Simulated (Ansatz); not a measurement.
System: KBeCl$_{3}$.

Input

```
crystal:
  lattice:
    - [6.69744954, 0.0, 0.0]
    - [0.0, 6.69744954, 0.0]
    - [0.0, 0.0, 4.73581199]
  atoms:
    - { symbol: K, position: [0.0, 0.5, 0.5] }
    - { symbol: K, position: [0.5, 0.0, 0.5] }
    - { symbol: Be, position: [0.5, 0.5, 0.0] }
    - { symbol: Be, position: [0.0, 0.0, 0.0] }
    - { symbol: Cl, position: [0.7771442, 0.2771442, 0.0] }
    - { symbol: Cl, position: [0.7228558, 0.7771442, 0.0] }
    - { symbol: Cl, position: [0.5, 0.5, 0.5] }
    - { symbol: Cl, position: [0.2228558, 0.7228558, 0.0] }
    - { symbol: Cl, position: [0.2771442, 0.2228558, 0.0] }
    - { symbol: Cl, position: [0.0, 0.0, 0.5] }
basis:
  ecutwfc: 420
kpoints:
  mp_grid: { grid: [4, 4, 6] }
hamiltonian:
  xc: pbe
scf:
  occupations: { method: gaussian, width: 0.02 }
output:
  forces: true
  stress: true
  eigenvalues: true
  write_density: true
  write_potential: true
  elf: true
  volumetric_format: npy
relax:
  adjacent_minimum: "off"
  f_tol: 0.01
  max_steps: 80
  cell: { stress_tol: 0.05 }
```

Command:

```sh
ansatz run input.yaml --threads 1 --pin off --max-ram 2560MiB --backend cpu --events-out ev --progress --plain --runs-dir out
```

Below, planes, directions and counts refer to the conventional cell (a = 6.63 Å, b = 6.63 Å, c = 4.68 Å, α = 90.00°, β = 90.00°, γ = 90.00°).

The fields are those of the run's last geometry, not of the input's.

Space group P4/mbm; a structure generated by program, which may or may not match a known phase.

Theory: DFT PBE, scalar-relativistic, plane waves, PAW (Ansatz).

**What will maps of the valence pseudo-density and electron localisation function show?**

K–Cl (3.31 Å): ρ is about 0.06 e/Å³ halfway; the ELF is about 0.05 at the midpoint: an ionic contact with no shared pair.

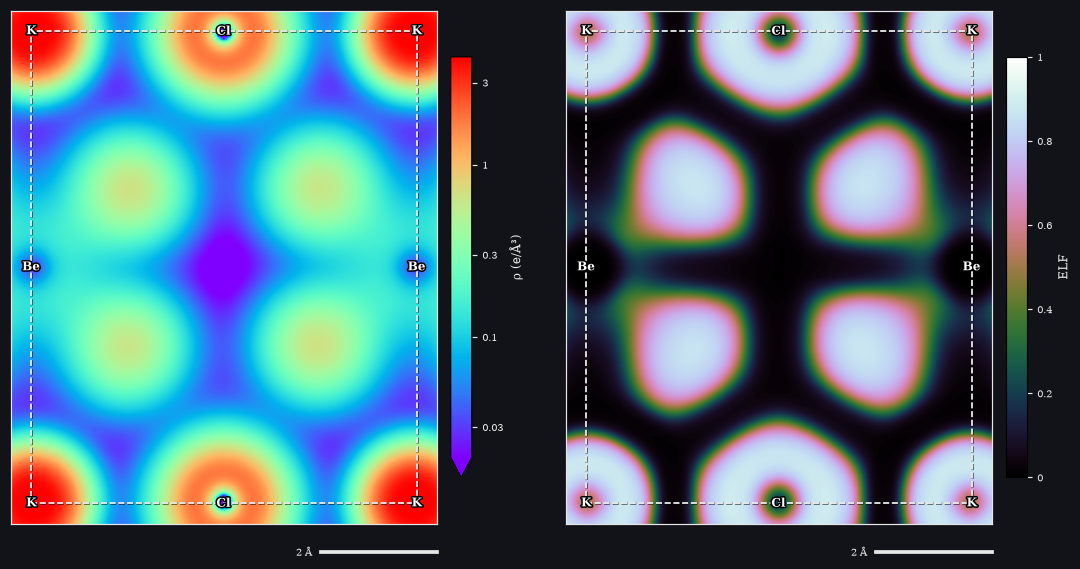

Computed valence pseudo-density and electron localisation function on the (101) plane of the conventional cell, in this order. Atoms just off the plane (Cl, 0.9 Å away) can leave unmarked features too.

In a PAW calculation such maps are meaningful between the atoms, not at the nuclei.
